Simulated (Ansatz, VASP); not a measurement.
# Cross-check of BaTiO3 between VASP and Ansatz, part 2 of 2

One calculation is typed for both programs; each brings its own data sets and cutoff. How far apart do they land?  The cell comes out of the VASP series on this material, whose earlier steps may have relaxed, scaled or displaced it; both programs get it as it stands.

VASP 6.6.1 and Ansatz 0.2.0.

So far: Starting point; Ansatz: band structure, HSE06.

## (3) VASP: band structure, HSE06

Level of this step: HSE06, no spin polarisation; plane waves and PAW (Ba_sv, Ti_sv, O) (VASP).

The same cell, functional, mesh and smearing now go to VASP, with its own data sets and cutoff.

Lines of VASP's logs that name or quote its potential files are left out, and so is its time.

Input file INCAR:

```
SYSTEM = BaTiO3
PREC = Accurate
ENCUT = 520
EDIFF = 1E-06
NELM = 100
ISMEAR = 0
SIGMA = 0.05
LREAL = .FALSE.
ALGO = Normal
LHFCALC = .TRUE.
AEXX = 0.25
GGA = PE
HFSCREEN = 0.2
LASPH = .TRUE.
NBANDS = 26
PRECFOCK = Fast
LORBIT = 11
LWAVE = .FALSE.
LCHARG = .FALSE.
KPAR = 4
```

Input file POSCAR:

```
BaTiO3
1.0
    3.9873869246      0.0000000000      0.0000000000
    0.0000000000      3.9873869246      0.0000000000
    0.0000000000      0.0000000000      4.1187101708
Ba Ti O
1 1 3
Direct
    0.0000000000      0.0000000000      0.0066704939
    0.5000000000      0.5000000000      0.5251820461
    0.5000000000      0.5000000000      0.9706868149
    0.5000000000      0.0000000000      0.4872303225
    0.0000000000      0.5000000000      0.4872303225
```

Input file KPOINTS:

```
Automatic mesh
0
Gamma
4 4 4
0 0 0
```

Input file KPOINTS_OPT:

```
Line mode
6
Line-mode
Reciprocal
  0.00000000   0.00000000   0.00000000 GAMMA
  0.00000000   0.50000000   0.00000000 X

  0.00000000   0.50000000   0.00000000 X
  0.50000000   0.50000000   0.00000000 M

  0.50000000   0.50000000   0.00000000 M
  0.00000000   0.00000000   0.00000000 GAMMA

  0.00000000   0.00000000   0.00000000 GAMMA
  0.00000000   0.00000000   0.50000000 Z

  0.00000000   0.00000000   0.50000000 Z
  0.00000000   0.50000000   0.50000000 R

  0.00000000   0.50000000   0.50000000 R
  0.50000000   0.50000000   0.50000000 A

  0.50000000   0.50000000   0.50000000 A
  0.00000000   0.00000000   0.50000000 Z

  0.00000000   0.50000000   0.00000000 X
  0.00000000   0.50000000   0.50000000 R

  0.50000000   0.50000000   0.00000000 M
  0.50000000   0.50000000   0.50000000 A
```

The projector-augmented-wave data sets are Ba_sv, Ti_sv and O (PBE family, release 64).

Launch:

```console
mpirun -np 4 vasp_std
```

Numbers of over 12 decimals in the logs are rounded to 6 here.

Output:

```text
[banner, memory and clock lines left out]
running    4 mpi-ranks, on    1 nodes
 distrk:  each k-point on    1 cores,    4 groups
 distr:  one band on    1 cores,    1 groups

 POSCAR found type information on POSCAR BaTiO
 POSCAR found :  3 types and       5 ions
 LDA part: xc-table for (Slater+PW92), standard interpolation
 found WAVECAR, reading the header
 POSCAR, INCAR and KPOINTS ok, starting setup
 FFT: planning ... GRIDC
 FFT: planning ... GRID_SOFT
 FFT: planning ... GRID
 reading WAVECAR
 the WAVECAR file was read successfully
 initial charge from wavefunction
 entering main loop
       N       E                     dE             d eps       ncg     rms          rms(c)
DAV:   1    -0.485774857116E+02   -0.48577E+02   -0.14218E+00   960   0.117E+01    0.250E+00
DAV:   2    -0.485255390532E+02    0.51947E-01   -0.18358E-01  1012   0.573E+00    0.916E-01
DAV:   3    -0.485293785865E+02   -0.38395E-02   -0.23399E-02  1308   0.111E+00    0.544E-01
DAV:   4    -0.485286768036E+02    0.70178E-03   -0.10454E-02  1322   0.829E-01    0.322E-01
DAV:   5    -0.485291494477E+02   -0.47264E-03   -0.84795E-04  1392   0.240E-01    0.189E-01
DAV:   6    -0.485292377076E+02   -0.88260E-04   -0.34609E-04  1404   0.132E-01    0.121E-01
DAV:   7    -0.485292911101E+02   -0.53403E-04   -0.67437E-05  1216   0.877E-02    0.778E-02
DAV:   8    -0.485293150923E+02   -0.23982E-04   -0.17542E-05  1228   0.397E-02    0.485E-02
DAV:   9    -0.485293250533E+02   -0.99609E-05   -0.55556E-06  1210   0.187E-02    0.296E-02
DAV:  10    -0.485293297292E+02   -0.46759E-05   -0.21613E-06   880   0.108E-02    0.184E-02
DAV:  11    -0.485293318239E+02   -0.20947E-05   -0.77782E-07   748   0.705E-03    0.115E-02
DAV:  12    -0.485293327186E+02   -0.89473E-06   -0.38682E-07   546   0.461E-03
   1 F= -.48529333E+02 E0= -.48529333E+02  d E =-.315985E-15
 Start KPOINTS_OPT (optional k-point list driver)
k-point batch [1-18\54]
       N       E                     dE             ncg
DAV:   1     0.506031401759E+03   -0.13562E+05      936
DAV:   2    -0.746387247958E+04   -0.79699E+04     1002
DAV:   3    -0.866412294569E+04   -0.12003E+04     1394
DAV:   4    -0.879095007570E+04   -0.12683E+03     1156
DAV:   5    -0.879613481810E+04   -0.51847E+01     1410
DAV:   6    -0.879629314599E+04   -0.15833E+00     1272
DAV:   7    -0.879629584206E+04   -0.26961E-02     1408
DAV:   8    -0.879629589051E+04   -0.48453E-04     1192
DAV:   9    -0.879629589153E+04   -0.10173E-05      804
DAV:  10    -0.879629589161E+04   -0.75852E-07      714
[...]
k-point batch [37-54\54]
       N       E                     dE             ncg
DAV:   1     0.523314565964E+03   -0.22392E+05      936
DAV:   2    -0.755033491362E+04   -0.80736E+04      994
DAV:   3    -0.877175187818E+04   -0.12214E+04     1410
DAV:   4    -0.888531467142E+04   -0.11356E+03     1230
DAV:   5    -0.888987089282E+04   -0.45562E+01     1414
DAV:   6    -0.888997705262E+04   -0.10616E+00     1272
DAV:   7    -0.888997875173E+04   -0.16991E-02     1374
DAV:   8    -0.888997878304E+04   -0.31310E-04     1198
DAV:   9    -0.888997878370E+04   -0.66027E-06      840
```

From OUTCAR (step 3):

```text
ion  position               nearest neighbor table
   1  0.000  0.000  0.007-   4 2.81   5 2.81   5 2.81   4 2.81   3 2.82   3 2.82   3 2.82   3 2.82
                             4 2.92   5 2.92   4 2.92   5 2.92   2 3.45   2 3.45   2 3.45   2 3.45
   2  0.500  0.500  0.525-   3 1.83   4 2.00   5 2.00   4 2.00   5 2.00   3 2.28   1 3.45   1 3.45
                             1 3.45   1 3.45   1 3.54   1 3.54   1 3.54   1 3.54
   3  0.500  0.500  0.971-   2 1.83   2 2.28   1 2.82   1 2.82   1 2.82   1 2.82
   4  0.500  0.000  0.487-   2 2.00   2 2.00   1 2.81   1 2.81   1 2.92   1 2.92
   5  0.000  0.500  0.487-   2 2.00   2 2.00   1 2.81   1 2.81   1 2.92   1 2.92

  LATTYP: Found a simple tetragonal cell.
 ALAT       =     3.9873869246
 C/A-ratio  =     1.0329346634

 Subroutine GETGRP returns: Found  8 space group operations
 (whereof  8 operations were pure point group operations)

The static configuration has the point symmetry C_4v.

 Found     18 irreducible k-points:

   k-points           NKPTS =     18   k-points in BZ     NKDIM =     64   number of bands    NBANDS=     26

   dimension x,y,z NGX =    30 NGY =   30 NGZ =   32
   dimension x,y,z NGXF=    60 NGYF=   60 NGZF=   64

   ENCUT  =  520.0 eV  38.22 Ry    6.18 a.u.   7.41  7.41  7.66*2*pi/ulx,y,z

   NELECT =      40.0000    total number of electrons

 k-points in reciprocal lattice and weights: Automatic mesh
   0.00000000  0.00000000  0.00000000       0.016
   0.25000000  0.00000000  0.00000000       0.062
   0.50000000  0.00000000  0.00000000       0.031
   0.25000000  0.25000000  0.00000000       0.062
   0.50000000  0.25000000  0.00000000       0.062
   0.50000000  0.50000000  0.00000000       0.016
   0.00000000  0.00000000  0.25000000       0.031
   0.25000000  0.00000000  0.25000000       0.125
   0.50000000  0.00000000  0.25000000       0.062
[...]
0.50000000  0.25000000  0.50000000       0.062
   0.50000000  0.50000000  0.50000000       0.016

  exchange ACFDT corr.  =         0.00000000  see jH, gK, PRB 81, 115126

 average (electrostatic) potential at core
       1 -29.5623       2 -72.2799       3 -63.7367       4 -63.4571       5 -63.4571

 E-fermi :   3.0426

 k-point     1 :       0.0000    0.0000    0.0000
  band No.  band energies     occupation
    ...
     16       1.1593      2.00000
     17       1.4423      2.00000
     18       2.0904      2.00000
     19       2.3126      2.00000
     20       2.3126      2.00000
     21       6.0146      0.00000
     22       6.4632      0.00000
     23       6.4632      0.00000
     24       8.2065      0.00000
     25       8.3637      0.00000
    ...

 k-point     2 :       0.2500    0.0000    0.0000
  band No.  band energies     occupation
    ...
     16       0.8293      2.00000
     17       1.1271      2.00000
     18       1.3899      2.00000
     19       1.8012      2.00000
     20       1.9169      2.00000
     21       6.5065      0.00000
     22       7.0271      0.00000
     23       7.0286      0.00000
     24       8.3212      0.00000
     25       9.4400      0.00000
    ...

 k-point     3 :       0.5000    0.0000    0.0000
  band No.  band energies     occupation
    ...
     16       0.6877      2.00000
     17       0.7431      2.00000
     18       0.9871      2.00000
     19       1.3767      2.00000
     20       1.5654      2.00000
     21       6.5906      0.00000
     22       7.8757      0.00000
     23       7.9414      0.00000
     24       8.2649      0.00000
     25      10.0302      0.00000
    ...

  energy-cutoff  :      520.00
  volume of cell :       65.48
      direct lattice vectors                 reciprocal lattice vectors
     3.987386925  0.000000000  0.000000000     0.250790811  0.000000000  0.000000000
     0.000000000  3.987386925  0.000000000     0.000000000  0.250790811  0.000000000
     0.000000000  0.000000000  4.118710171     0.000000000  0.000000000  0.242794457

 POSITION                                       TOTAL-FORCE (eV/Angst)
 -----------------------------------------------------------------------------------
      0.00000      0.00000      0.02747         0.000000      0.000000      0.025886
      1.99369      1.99369      2.16307        -0.000000     -0.000000      0.359310
      1.99369      1.99369      3.99798        -0.000000      0.000000     -0.395039
      1.99369      0.00000      2.00676        -0.000000      0.000000      0.004922
      0.00000      1.99369      2.00676        -0.000000      0.000000      0.004922
 -----------------------------------------------------------------------------------
    total drift:                                0.000002      0.000003      0.001624

  FREE ENERGIE OF THE ION-ELECTRON SYSTEM (eV)
  ---------------------------------------------------
  free  energy   TOTEN  =       -48.5293327186 eV

  energy  without entropy=      -48.5293327186  energy(sigma->0) =      -48.52933272

 total charge
# of ion       s       p       d       tot
------------------------------------------
    1        2.003   5.655   0.282   7.940
    2        2.220   6.283   1.611  10.113
    3        1.571   3.498   0.000   5.069
    4        1.565   3.504   0.000   5.068
    5        1.565   3.504   0.000   5.068
--------------------------------------------------
tot          8.923  22.443   1.892  33.258

[... 3 further parts left out ...]
```

## (4) Side by side

Known differences besides the PAW data sets themselves: exact exchange at q = 0 is treated differently, which shows on coarse meshes; VASP keeps PBE cores, Ansatz makes them for the functional; the cutoff is 420 eV in Ansatz and 520 eV in VASP; VASP takes a coarser grid for exact exchange (PRECFOCK = Fast). Total energies have different zeros and are not compared.

Both answers:

```tsv
quantity	Ansatz	VASP	difference
gap over the path points (eV)	3.294	3.236	+0.058
```

Forces (eV/Å; atoms numbered as in POSCAR):

```tsv
atom	Ansatz x, y, z	VASP x, y, z
Ba1	0.000, 0.000, 0.053	0.000, 0.000, 0.026
Ti2	0.000, 0.000, 0.418	0.000, 0.000, 0.359
O3	0.000, 0.000, -0.452	0.000, 0.000, -0.395
O4	0.000, 0.000, -0.009	0.000, 0.000, 0.005
O5	0.000, 0.000, -0.009	0.000, 0.000, 0.005
```

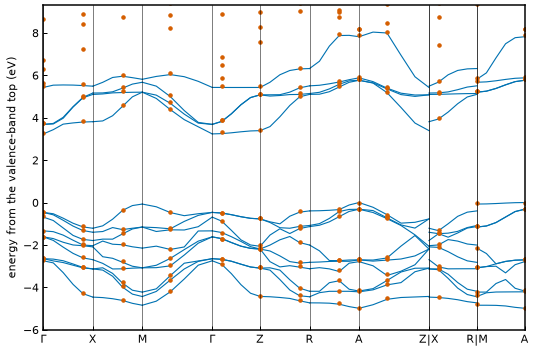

Bands from VASP (lines) and levels from Ansatz (dots). Dots without a line are higher empty bands that the VASP plot leaves out.

Levels at points of the path, from each program's valence-band top (eV; 4 filled, then empty):

```tsv
k (reciprocal lattice)	Ansatz	VASP
0.000 0.000 0.000	-1.35 -0.66 -0.44 -0.44 3.29 3.73 3.73	-1.34 -0.69 -0.47 -0.47 3.24 3.69 3.69
0.000 0.400 0.000	-1.96 -1.72 -1.29 -1.12 3.83 4.99 5.01	-2.00 -1.74 -1.32 -1.15 3.80 4.94 4.96
0.300 0.500 0.000	-1.96 -1.44 -1.24 -0.35 4.58 5.24 5.45	-1.99 -1.48 -1.28 -0.37 4.54 5.19 5.39
0.300 0.300 0.000	-2.17 -1.25 -1.22 -0.45 4.42 4.73 5.05	-2.21 -1.29 -1.24 -0.47 4.38 4.68 5.00
0.000 0.000 0.100	-1.43 -0.85 -0.47 -0.47 3.31 3.87 3.87	-1.42 -0.88 -0.49 -0.49 3.25 3.83 3.83
0.000 0.000 0.500	-2.15 -2.02 -0.74 -0.74 3.42 5.12 5.12	-2.19 -2.06 -0.77 -0.77 3.39 5.08 5.08
0.000 0.400 0.500	-1.87 -1.20 -1.09 -0.42 5.04 5.15 5.47	-1.89 -1.23 -1.12 -0.45 4.99 5.10 5.41
0.300 0.500 0.500	-2.69 -0.66 -0.41 -0.32 5.50 5.63 5.74	-2.74 -0.66 -0.42 -0.33 5.45 5.58 5.68
0.500 0.500 0.500	-2.65 -0.32 -0.32 0.00 5.82 5.82 5.93	-2.70 -0.32 -0.32 0.00 5.76 5.76 5.88
0.300 0.300 0.500	-2.57 -0.73 -0.70 -0.57 5.23 5.41 5.45	-2.61 -0.76 -0.72 -0.57 5.18 5.36 5.39
```

The forces differ by 23 meV/Å r.m.s., which is 16.6 % of the r.m.s. force of 0.14 eV/Å (both taken over all components). Among the levels compared (up to four filled and three empty ones at each point), filled levels agree within 57 meV and empty ones within 60 meV.

## (5) Looking for the cause

The difference is large enough to ask for its cause, so further runs change the set-up of one program at a time, as the table lists.

```tsv
run	r.m.s. force difference (meV/Å)
as above	23
cores kept as stored, as VASP does	22
Ansatz's larger PAW set (cutoff 910 eV)	29
norm-conserving potentials (cutoff 1240 eV)	12
```

## (6) Summary of results

```
r.m.s. force difference (band structure, HSE06)                : 23 meV/Å
difference in gap over the path points (band structure, HSE06) : 0.058 eV
```

**Reading.** The r.m.s. force difference is 23 meV/Å (band structure, HSE06), beyond the 12 meV/Å picked in this series as the mark of a large difference. For band structure, HSE06: norm-conserving potentials (cutoff 1240 eV) cuts the r.m.s. force difference from 23 to 12 meV/Å; whether that points to the cause isn't shown, since only Ansatz's side was varied. Differences of this kind measure data sets and numerical settings, not the functional's error against experiment.

[Lines on the potential files, build, host, timing and source positions are cut from VASP's logs without a mark.]

[Logs are printed without paths, hosts, clocks, repeated set-up lines and the standing remarks that a program may print on its own settings, such as how far it seeks lower states.]

[Hosts, paths, dates, database ids (printed as entryN), source tags and the programs' standing remarks are cut or masked in the printed files.]
